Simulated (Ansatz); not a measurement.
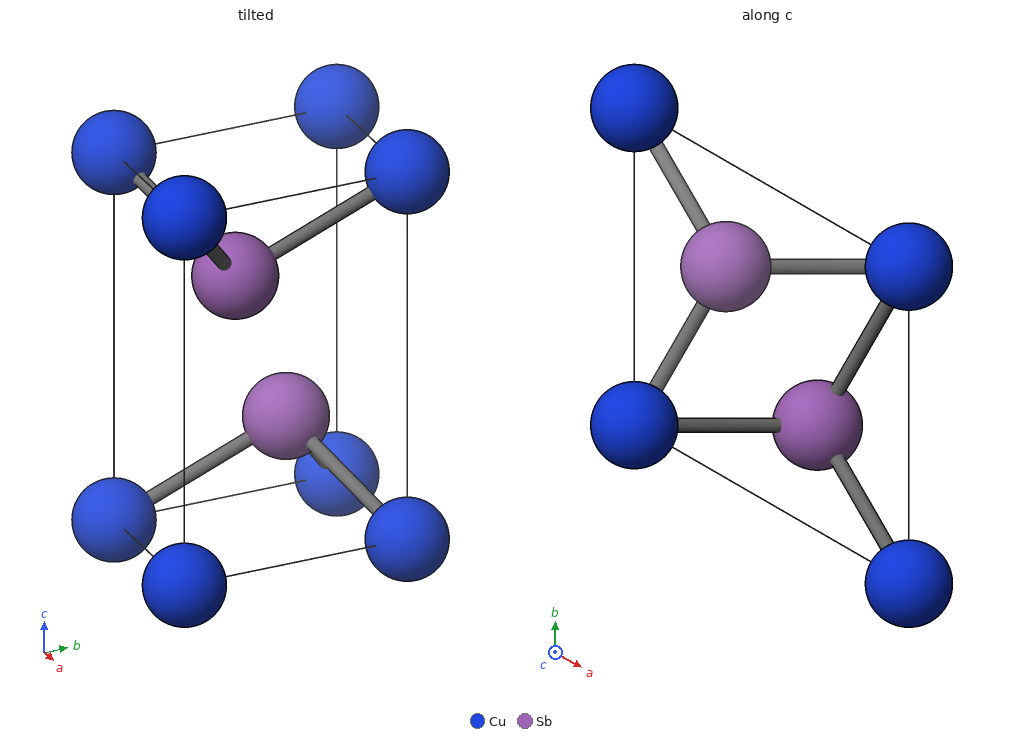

View slightly off an axis and along the c axis, drawn as a ball-and-stick model. Thin lines show the conventional unit cell, with boundary atoms drawn in all their periodic places.

CuSb2, space group P-3m1 (No. 164), a = 4.032 Å, b = 4.032 Å, c = 4.961 Å, α = 90.00°, β = 90.00°, γ = 120.00°. Its origin is a structure type filled with these elements by a generator (whether the compound takes this form wasn't checked). Earlier steps of the study, as a rule a relaxation of our own, may have changed the cell and positions, so they can lie some per cent off the listed ones. Ansatz was used for an electronic-structure calculation on it.

This one geometry was computed with Ansatz (DFT, plane waves, PAW) at four levels of theory: r2SCAN, PBE with spin-orbit coupling, LDA and PBEsol.

**Which level gives the highest pressure at this volume, and what does that say about its equilibrium volume?**

Highest: PBE with spin-orbit coupling (0.1 GPa), which points to the largest equilibrium volume. Lowest, with the smallest volume: LDA (-5.6 GPa). Levels within 0.5 GPa of each other can't be told apart.

**How does the band gap change with the level of theory?**

All levels give a metal.

**Collect the results in a table.**

| level | cutoff (eV) | k-mesh of the run's cell | gap (eV) | pressure (GPa) |
| --- | --- | --- | --- | --- |
| r2SCAN | 500 | 10×10×8 | metal | -1.8 |
| PBE with spin-orbit coupling | 420 | 10×10×8 | metal | 0.1 |
| LDA | 420 | 10×10×8 | metal | -5.6 |
| PBEsol | 420 | 10×10×8 | metal | -3.7 |

Gaps are taken on the k-mesh or band path of each run.
